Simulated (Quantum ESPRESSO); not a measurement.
## Effort and miss along a sweep of conv_thr: ZrCu (Pm-3m, 2 atoms in the cell)

```xyz
2
Lattice="3.2527 0.0000 0.0000 0.0000 3.2527 0.0000 0.0000 0.0000 3.2527" Properties=species:S:1:pos:R:3 pbc="T T T"
Zr     1.6263     1.6263     1.6263
Cu     0.0000     0.0000     0.0000
```

Computed with LDA (PZ), PSlibrary ultrasoft (LDA) pseudopotentials (plane waves; Quantum ESPRESSO).

Base settings: ecutwfc = 55 Ry; ecutrho = 330 Ry; occupations = smearing; smearing = fermi-dirac; degauss = 0.0036749 Ry; potentials = {Zr: Zr.pz-spn-rrkjus_psl.1.0.0.UPF, Cu: Cu.pz-dn-rrkjus_psl.1.0.0.UPF}; K_POINTS = automatic 8 8 8 0 0 0; conv_thr = 1e-10 Ry; mixing_beta = 0.7.

Misses are taken against the tightest run, 7.3e-14 Ry, which need not be fully converged itself. The energy is the free energy per atom.

The count of work is k-points × plane waves × bands × iterations; it is no time, and leaves out set-up, grids and terms that scale otherwise. 

The starting cell comes from a database of computed structures (which also holds hypothetical and non-ambient phases and stackings), without a prior relaxation at this level. Spin polarisation is off. In the base run, with a pressure of about -7 GPa the cell is away from its equilibrium volume at this level.

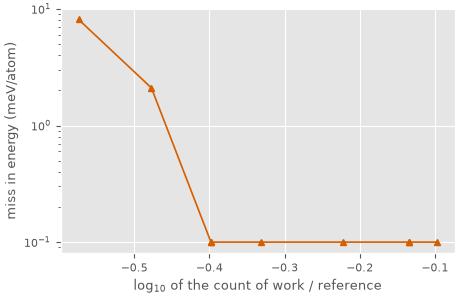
Fig. 1. Miss against the count of work; the reference run is not drawn, and misses under 0.1 meV/atom are drawn there.

```tsv
conv_thr	energy less reference (meV/atom)	pressure less reference (GPa)	count of work / reference
0.0073 Ry	8.12	-31.55	0.27
0.00073 Ry	2.10	19.11	0.33
7.3e-05 Ry	0.01	-0.40	0.40
7.3e-06 Ry	0.01	-0.40	0.40
7.3e-07 Ry	0.00	-0.67	0.47
7.3e-08 Ry	0.00	-0.23	0.60
7.3e-10 Ry	0.00	0.01	0.73
1e-10 Ry	0.00	0.01	0.73
7.3e-12 Ry	0.00	0.00	0.80
7.3e-14 Ry	0.00	0.00	1.0
```

Coarsest setting among those run that, with all tighter ones, holds the energy within 5 meV/atom of the reference: 0.00073 Ry, off by 2.1 meV/atom; it needs 0.33 of the reference's count of work.

Coarsest setting among those run that, with all tighter ones, holds the energy within 1 meV/atom of the reference: 7.3e-05 Ry, off by 0.01 meV/atom; it needs 0.40 of the reference's count of work.

The step from 0.0073 Ry to 7.3e-08 Ry: it takes the miss in the energy from 8.1 to 0.00 meV/atom, for 2.2 times the count of work.
